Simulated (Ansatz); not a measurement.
## Run report: WH6ClOF, geometry relaxation

The run: geometry relaxation of WH6ClOF. Method and program: RKS PBE0/def2-SVP (Ansatz 0.2.0).

It belongs to a series of runs on one base structure; here: end point A relaxed. Figures and captions count atoms from 1; the log counts them from 0 in places.

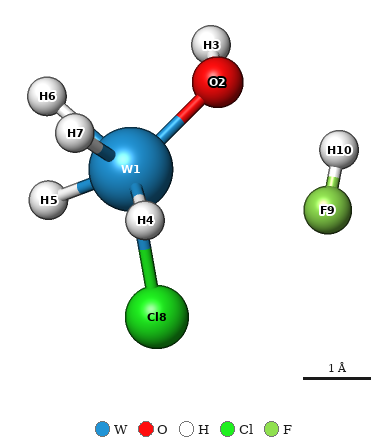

Fig. 1: The structure as given in the input (ball-and-stick view, seen at a tilt; atoms are numbered from 1 in the order of the input). Sticks mark near contacts. Bond lengths as drawn: Cl–W 2.35 Å, F–H 0.94 Å, H–O 0.98 Å, H–W 1.66 to 1.69 Å and O–W 1.91 Å.

### The input
```yaml
crystal:
  periodic: [false, false, false]
  atoms:
    - { symbol: W, position_ang: [-0.202179, -0.024872, 0.076684] }
    - { symbol: O, position_ang: [-0.146679, 0.397506, 1.939592] }
    - { symbol: H, position_ang: [-0.938032, 0.722742, 2.409016] }
    - { symbol: H, position_ang: [1.167233, -0.724874, -0.557313] }
    - { symbol: H, position_ang: [-1.48662, 0.371083, -0.927717] }
    - { symbol: H, position_ang: [-1.623246, -0.924132, 0.260784] }
    - { symbol: H, position_ang: [-0.136988, -1.699943, -0.084676] }
    - { symbol: Cl, position_ang: [0.566819, 1.580963, -1.45364] }
    - { symbol: F, position_ang: [2.2822, 1.326972, 1.250377] }
    - { symbol: H, position_ang: [1.945391, 1.128154, 2.100294] }
basis:
  gaussian: { orbitals: def2-SVP }
hamiltonian:
  xc: pbe0
relax:
  f_tol: 0.03
  max_steps: 50
```

Launched with:
```bash
ansatz run input.yaml --threads 2 --pin off --max-ram 3072MiB --backend cpu --events-out ev --progress --plain --runs-dir out
```

### What the program printed
```
The last accepted step is kept in [file] (removed where the run ends without a failure and the disk answers)
Engine: ansatz 0.2.0, aarch64-unknown-linux-gnu
Functional definition: PBE0
  parameter a = 0.25
  parameter kappa = 0.804
  parameter beta = 0.06672455060314922
  exchange = (1 - a)*pbe_x(kappa = kappa, mu = beta*pi^2/3) + a*exact_x
  correlation = pbe_c(beta = beta)
1143 factors; integrals over basis functions are off by at most 4.4e-4 eV
mean field evaluation 1: about -19188.8940 eV, gradient 5.0e1 eV
mean field evaluation 2: about -19174.2724 eV, gradient 1.0e2 eV
mean field evaluation 4: about -19193.1142 eV, gradient 5.4e0 eV
mean field evaluation 8: about -19193.2276 eV, gradient 8.6e-1 eV
mean field evaluation 16: about -19193.2293 eV, gradient 1.2e-4 eV
mean field -19193.22928025 eV, -705.3381664112 hartree, gradient 4.0e-5 eV, S^2 0.000000; 0 other end points of the search recorded, 0 dependent functions left out
the calculation of the forces begins
reference -19193.22932899 eV, -705.3381682023 hartree; 27, 27 occupied and 81, 81 virtual orbitals, 1143 factors
relax step   1: F+E_penalty+E_count = -19193.22928025 eV  Δ(F+E_penalty+E_count) = +0.000e0 eV  max|allowed force component| = 1.014e0 eV/Å  Δτ_max = 0.0000 Å  (31 SCF iters, accepted)
these checks for a lower state are left out or cut short: starts, cluster_reference, orbital_swaps, neighbouring_geometries, increment
1143 factors; integrals over basis functions are off by at most 1.1e-3 eV
mean field -19193.24475341 eV, -705.3387350394 hartree, gradient 2.5e-5 eV, S^2 0.000000; 0 other end points of the search recorded, 0 dependent functions left out
[... from here on the field's lines of each further geometry are left out, up to the last ...]
relax step   2: F+E_penalty+E_count = -19193.24475341 eV  Δ(F+E_penalty+E_count) = -1.547e-2 eV  max|allowed force component| = 2.276e0 eV/Å  Δτ_max = 0.1940 Å  (38 SCF iters, accepted)
relax step   3: F+E_penalty+E_count = -19193.32318052 eV  Δ(F+E_penalty+E_count) = -7.843e-2 eV  max|allowed force component| = 1.933e0 eV/Å  Δτ_max = 0.1914 Å  (35 SCF iters, accepted)
relax step   4: F+E_penalty+E_count = -19193.54563323 eV  Δ(F+E_penalty+E_count) = -2.225e-1 eV  max|allowed force component| = 5.591e-1 eV/Å  Δτ_max = 0.1998 Å  (39 SCF iters, accepted)
relax step   5: F+E_penalty+E_count = -19193.72479551 eV  Δ(F+E_penalty+E_count) = -1.792e-1 eV  max|allowed force component| = 7.871e-1 eV/Å  Δτ_max = 0.1956 Å  (39 SCF iters, accepted)
relax step   6: F+E_penalty+E_count = -19193.78932126 eV  Δ(F+E_penalty+E_count) = -6.453e-2 eV  max|allowed force component| = 1.315e0 eV/Å  Δτ_max = 0.1937 Å  (34 SCF iters, accepted)
relax step   7: F+E_penalty+E_count = -19193.73000482 eV  Δ(F+E_penalty+E_count) = +5.932e-2 eV  max|allowed force component| = 1.704e0 eV/Å  Δτ_max = 0.1950 Å  (39 SCF iters, rejected (line search))
relax step   8: F+E_penalty+E_count = -19193.87711251 eV  Δ(F+E_penalty+E_count) = -8.779e-2 eV  max|allowed force component| = 4.099e-1 eV/Å  Δτ_max = 0.0958 Å  (33 SCF iters, accepted)
relax step   9: F+E_penalty+E_count = -19193.89868352 eV  Δ(F+E_penalty+E_count) = -2.157e-2 eV  max|allowed force component| = 2.575e-1 eV/Å  Δτ_max = 0.0999 Å  (33 SCF iters, accepted)
relax step  10: F+E_penalty+E_count = -19193.91023491 eV  Δ(F+E_penalty+E_count) = -1.155e-2 eV  max|allowed force component| = 5.283e-1 eV/Å  Δτ_max = 0.1464 Å  (33 SCF iters, accepted)
relax step  11: F+E_penalty+E_count = -19193.91440098 eV  Δ(F+E_penalty+E_count) = -4.166e-3 eV  max|allowed force component| = 5.432e-1 eV/Å  Δτ_max = 0.0818 Å  (33 SCF iters, accepted)
relax step  12: F+E_penalty+E_count = -19193.92113925 eV  Δ(F+E_penalty+E_count) = -6.738e-3 eV  max|allowed force component| = 2.531e-1 eV/Å  Δτ_max = 0.0269 Å  (35 SCF iters, accepted)
relax step  13: F+E_penalty+E_count = -19193.92253579 eV  Δ(F+E_penalty+E_count) = -1.397e-3 eV  max|allowed force component| = 6.108e-2 eV/Å  Δτ_max = 0.0181 Å  (34 SCF iters, accepted)
relax step  14: F+E_penalty+E_count = -19193.92269406 eV  Δ(F+E_penalty+E_count) = -1.583e-4 eV  max|allowed force component| = 5.835e-2 eV/Å  Δτ_max = 0.0130 Å  (36 SCF iters, accepted)
the calculation of the forces begins
reference -19193.92300401 eV, -705.3636602891 hartree; 27, 27 occupied and 81, 81 virtual orbitals, 1143 factors
relax step  15: F+E_penalty+E_count = -19193.92295474 eV  Δ(F+E_penalty+E_count) = -2.607e-4 eV  max|allowed force component| = 1.106e-2 eV/Å  Δτ_max = 0.0084 Å  (36 SCF iters, accepted)
1143 factors; integrals over basis functions are off by at most 8.4e-4 eV
mean field evaluation 128: about -19193.8456 eV, gradient 3.2e0 eV
```

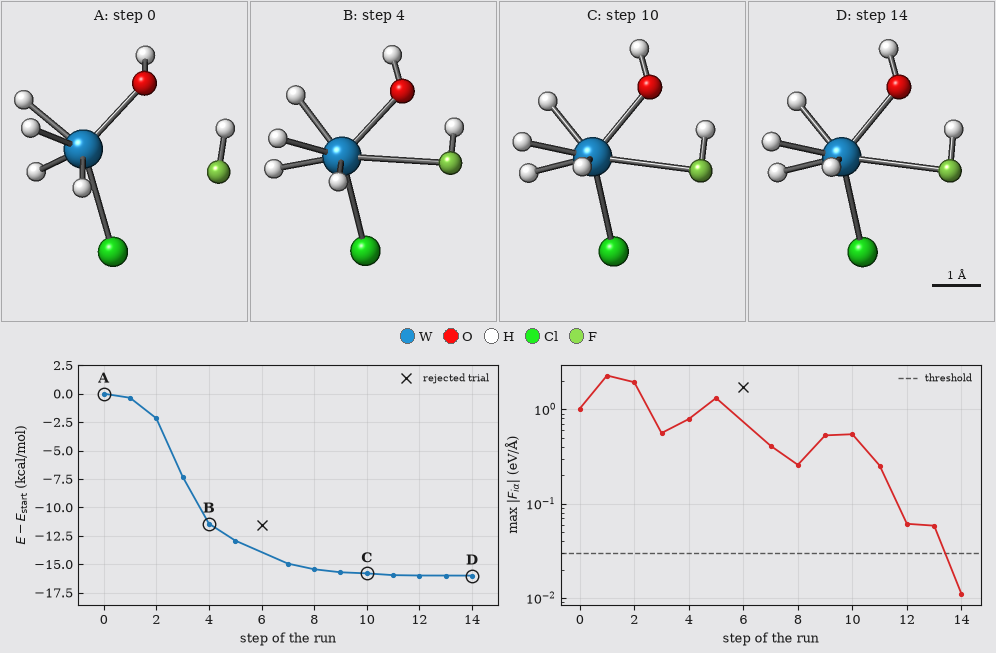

Fig. 2: Frames of the relaxation (ball-and-stick view, seen at a tilt) above the curves, on which the letters mark them (the first geometry is step 0 here and step 1 in the log).

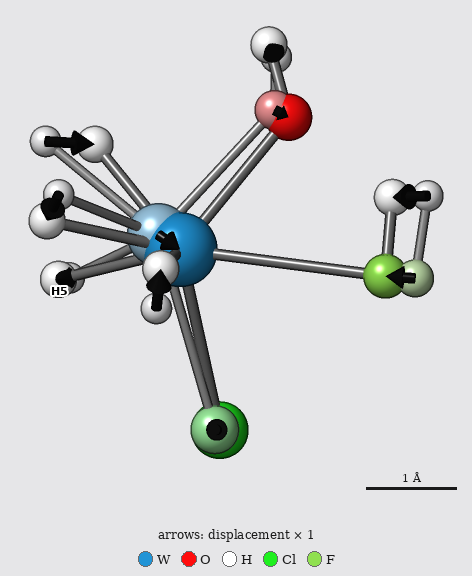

Fig. 3: Start (faint) and end (solid) with the displacements as black arrows, at true length (ball-and-stick view, seen at a tilt). The two geometries are laid on each other by the best rigid fit. Over 14 geometry steps the energy falls by 16.0 kcal/mol. The largest force component goes from 1 to 0.011 eV/Å. The line search rejected the trial step at point 6 (counted from 0) and went back. H6 moves most after the best rigid fit: 0.57 Å. Largest moves by element: H 0.57 Å, F 0.33 Å, W 0.31 Å, Cl 0.30 Å, O 0.18 Å. Among the contacts that change: W1–F9 3.062 → 2.449 Å, W1–Cl8 2.348 → 2.301 Å, W1–H6 1.692 → 1.662 Å, W1–H4 1.664 → 1.687 Å. Among the angles that change: H5–W1–H7 101.9° → 61.6°, H4–W1–Cl8 76.7° → 110.3°, O2–W1–H6 92.1° → 75.9°. (Atoms are counted from 1 in the order of the input.)

```
mean field -19193.92295474 eV, -705.3636584785 hartree, gradient 2.1e-5 eV, S^2 0.000000; 1 other end points of the search recorded, 0 dependent functions left out
the calculation of the forces begins
reference -19193.92300401 eV, -705.3636602891 hartree; 27, 27 occupied and 81, 81 virtual orbitals, 1143 factors
Total energy: -19193.92300401 eV, -705.3636602891 hartree
Atom 0 at     0.080853     0.111933     0.072809 Å, force     0.006001    -0.007082     0.007367 eV/Å
Atom 1 at    -0.037208     0.535769     1.956017 Å, force     0.005617    -0.004528    -0.011064 eV/Å
Atom 2 at    -0.823788     0.422173     2.497272 Å, force    -0.005502    -0.001152     0.005010 eV/Å
Atom 3 at     1.261342    -1.074033    -0.142533 Å, force    -0.000537    -0.000327     0.002904 eV/Å
Atom 4 at    -1.192781    -0.033631    -0.978126 Å, force    -0.003094     0.005095    -0.006231 eV/Å
Atom 5 at    -1.411698    -0.462878     0.523339 Å, force    -0.001374     0.001863    -0.001330 eV/Å
Atom 6 at    -0.373867    -1.416633    -0.416860 Å, force    -0.000437    -0.000519     0.003213 eV/Å
Atom 7 at     0.378948     1.816952    -1.443151 Å, force    -0.004403     0.002107    -0.001976 eV/Å
Atom 8 at     2.058306     1.139740     1.089139 Å, force    -0.001286     0.000412     0.006085 eV/Å
Atom 9 at     1.487792     1.114207     1.855496 Å, force     0.005016     0.004132    -0.003978 eV/Å
Dipole moment:    -0.221914    -0.077956     0.671084 e Å
```

### Trajectory as extended XYZ (Å, eV, eV/Å), 10 of the 15 frames kept, from step=1 to step=15
```
10
Properties=species:S:1:pos:R:3:forces:R:3 step=1 energy=-19193.22928
W    -0.2022   -0.0249    0.0767    0.1212   0.3851   1.0144
O    -0.1467    0.3975    1.9396   -0.2028   0.0181  -0.9108
H    -0.9380    0.7227    2.4090    0.2919  -0.1846  -0.1827
H     1.1672   -0.7249   -0.5573   -0.0097  -0.0228   0.1007
H    -1.4866    0.3711   -0.9277    0.0346  -0.1917   0.0865
H    -1.6232   -0.9241    0.2608    0.1344   0.1703  -0.1471
H    -0.1370   -1.6999   -0.0847   -0.0829  -0.0598   0.0109
Cl    0.5668    1.5810   -1.4536   -0.1789   0.0329   0.0475
F     2.2822    1.3270    1.2504   -0.1541  -0.2545   0.5459
H     1.9454    1.1282    2.1003    0.0463   0.1071  -0.5653
10
Properties=species:S:1:pos:R:3:forces:R:3 step=3 energy=-19193.32318
W    -0.1353    0.0291    0.0933    0.2674   0.1405  -0.3746
O    -0.1003    0.5130    1.9098   -0.0268   0.2250   0.1815
H    -0.9151    0.6761    2.4064    0.0223   0.0048   0.0402
H     1.2414   -0.7034   -0.4849    0.0009  -0.0629   0.0024
H    -1.4420    0.2808   -0.9183   -0.0553  -0.2528   0.0076
H    -1.5406   -0.8600    0.3227    0.0543   0.1219   0.1012
H    -0.1171   -1.6539   -0.0796   -0.0449   0.0070  -0.1016
Cl    0.4509    1.7019   -1.4310   -0.0386  -0.0125   0.1370
F     2.3415    0.9635    1.2681   -1.9328   0.6357   1.6733
H     1.6445    1.2064    1.9270    1.7535  -0.8067  -1.6669
10
Properties=species:S:1:pos:R:3:forces:R:3 step=4 energy=-19193.54563
W    -0.0778    0.0823    0.0805    0.2974   0.2159  -0.5591
O    -0.1158    0.6086    1.8995   -0.1420   0.1564   0.3539
H    -0.9441    0.6809    2.4013    0.2636  -0.0447  -0.0884
H     1.2853   -0.7079   -0.4771   -0.0037  -0.1714   0.2399
H    -1.4077    0.0934   -0.9424    0.0962  -0.1566   0.0169
H    -1.4691   -0.7673    0.4846    0.0933   0.1692  -0.0108
H    -0.1311   -1.5869   -0.1612   -0.1600  -0.0174  -0.1757
Cl    0.4267    1.7851   -1.4123   -0.2844  -0.1074   0.1256
F     2.2727    0.8759    1.2600   -0.5355   0.1435   0.2681
H     1.5888    1.0896    1.8806    0.3752  -0.1875  -0.1704
10
Properties=species:S:1:pos:R:3:forces:R:3 step=6 energy=-19193.78932
W     0.0572    0.1472    0.0524   -0.5645  -1.3145  -0.4708
O    -0.0740    0.7215    1.8922   -1.0032  -0.3011   0.4973
H    -0.8883    0.5921    2.4250    0.8405   0.1718  -0.4847
H     1.3292   -0.9608   -0.2433   -0.3280   0.2415   0.0918
H    -1.2723   -0.1337   -0.9693    0.5030   0.2976   0.3148
H    -1.3875   -0.5520    0.5719    0.3340   0.1824  -0.1226
H    -0.2648   -1.4625   -0.4229    0.0658   0.5334   0.2061
Cl    0.2303    1.8946   -1.4161    0.0052  -0.0305   0.0087
F     2.1672    0.8829    1.2291    0.7827   0.0575  -0.8274
H     1.5308    1.0244    1.8943   -0.6355   0.1620   0.7866
10
Properties=species:S:1:pos:R:3:forces:R:3 step=7 energy=-19193.73001 accepted=F
W     0.0945    0.0578    0.0620   -0.1526   1.7037  -0.9996
O    -0.0687    0.5998    1.8949    0.2637  -0.1067   0.1518
H    -0.8651    0.5419    2.4279   -0.1418  -0.0643   0.0137
H     1.2620   -1.1271   -0.2128    0.0911  -0.0410   0.1120
H    -1.2015   -0.0519   -0.9685    0.0492  -0.0860   0.0041
H    -1.3658   -0.5509    0.5306   -0.0765   0.0347  -0.0271
H    -0.3821   -1.4805   -0.3908    0.1077   0.0630  -0.0443
Cl    0.2626    1.9744   -1.4421   -0.0352  -1.4237   1.0544
F     2.1473    1.0728    1.1895   -0.0526  -0.0702  -0.0976
H     1.5447    1.1172    1.9225   -0.0530  -0.0094  -0.1674
10
Properties=species:S:1:pos:R:3:forces:R:3 step=9 energy=-19193.89868
W     0.0695    0.1241    0.0529   -0.0814  -0.0295   0.2046
O    -0.0573    0.5692    1.9372    0.1146   0.0544  -0.2575
H    -0.8568    0.4908    2.4666    0.0114  -0.0473  -0.0140
H     1.2788   -1.0335   -0.1717   -0.0400   0.0384  -0.0142
H    -1.2373   -0.0569   -0.9552    0.1145   0.0242  -0.0573
H    -1.3964   -0.4935    0.5255    0.0032   0.0082  -0.0073
H    -0.3270   -1.4326   -0.4170   -0.0316   0.0948   0.0082
Cl    0.3049    1.8436   -1.4778    0.0224  -0.1801   0.2221
F     2.1341    1.0548    1.1660   -0.0471   0.0743  -0.1544
H     1.5155    1.0875    1.8869   -0.0661  -0.0374   0.0699
10
Properties=species:S:1:pos:R:3:forces:R:3 step=10 energy=-19193.91023
W     0.0737    0.1088    0.0682    0.1508   0.1695   0.0071
O    -0.0479    0.5564    1.9448    0.0510  -0.0893  -0.0139
H    -0.8320    0.4366    2.4896    0.0266  -0.0022  -0.0069
H     1.2619   -1.0710   -0.1450   -0.0103  -0.0068   0.0157
H    -1.1952   -0.0485   -0.9823   -0.0355   0.0207  -0.0292
H    -1.4085   -0.4751    0.5227   -0.0812  -0.0064   0.0280
H    -0.3840   -1.4207   -0.4188    0.0469  -0.0042   0.0086
Cl    0.3657    1.8229   -1.4406   -0.0257  -0.0554   0.0151
F     2.0781    1.1709    1.0967   -0.4010  -0.2008   0.5037
H     1.5160    1.0734    1.8781    0.2784   0.1748  -0.5283
10
Properties=species:S:1:pos:R:3:forces:R:3 step=12 energy=-19193.92114
W     0.0800    0.1101    0.0702    0.0160  -0.0114   0.0407
O    -0.0424    0.5463    1.9497   -0.0016  -0.0029   0.0233
H    -0.8300    0.4339    2.4913    0.0317   0.0080  -0.0269
H     1.2643   -1.0718   -0.1501   -0.0041   0.0016   0.0046
H    -1.1984   -0.0360   -0.9748    0.0072  -0.0001  -0.0220
H    -1.4097   -0.4708    0.5199   -0.0041   0.0010   0.0135
H    -0.3671   -1.4229   -0.4144   -0.0066   0.0067  -0.0059
Cl    0.3660    1.8246   -1.4355    0.0044   0.0072  -0.0086
F     2.0742    1.1202    1.0960   -0.2097   0.0198   0.2345
H     1.4911    1.1200    1.8610    0.1669  -0.0298  -0.2531
10
Properties=species:S:1:pos:R:3:forces:R:3 step=13 energy=-19193.92254
W     0.0802    0.1119    0.0708   -0.0153  -0.0151   0.0570
O    -0.0401    0.5403    1.9537    0.0070  -0.0059  -0.0172
H    -0.8283    0.4309    2.4946    0.0219  -0.0051  -0.0162
H     1.2634   -1.0714   -0.1451   -0.0011   0.0008   0.0003
H    -1.1931   -0.0324   -0.9820    0.0009  -0.0169   0.0192
H    -1.4087   -0.4670    0.5275   -0.0080   0.0036  -0.0270
H    -0.3704   -1.4195   -0.4159   -0.0035   0.0125   0.0005
Cl    0.3692    1.8188   -1.4426    0.0138   0.0194  -0.0092
F     2.0638    1.1347    1.0929   -0.0462  -0.0071   0.0537
H     1.4918    1.1073    1.8595    0.0306   0.0138  -0.0611
10
Properties=species:S:1:pos:R:3:forces:R:3 step=15 energy=-19193.92295
W     0.0809    0.1119    0.0728    0.0060  -0.0071   0.0074
O    -0.0372    0.5358    1.9560    0.0056  -0.0045  -0.0111
H    -0.8238    0.4222    2.4973   -0.0055  -0.0012   0.0050
H     1.2613   -1.0740   -0.1425   -0.0005  -0.0003   0.0029
H    -1.1928   -0.0336   -0.9781   -0.0031   0.0051  -0.0062
H    -1.4117   -0.4629    0.5233   -0.0014   0.0019  -0.0013
H    -0.3739   -1.4166   -0.4169   -0.0004  -0.0005   0.0032
Cl    0.3789    1.8170   -1.4432   -0.0044   0.0021  -0.0020
F     2.0583    1.1397    1.0891   -0.0013   0.0004   0.0061
H     1.4878    1.1142    1.8555    0.0050   0.0041  -0.0040
```

### Summary

- outcome: converged
- total energy: −19193.9230 eV
- mean-field energy: −19193.9230 eV
- largest force (length of the vector) at the end: 0.013 eV/Å
- hardware: 2 threads of Arm Neoverse V2, 24 GiB of memory available, shared host
- wall time: 50 s (CPU time 97 s)
- peak memory: 0.24 GiB
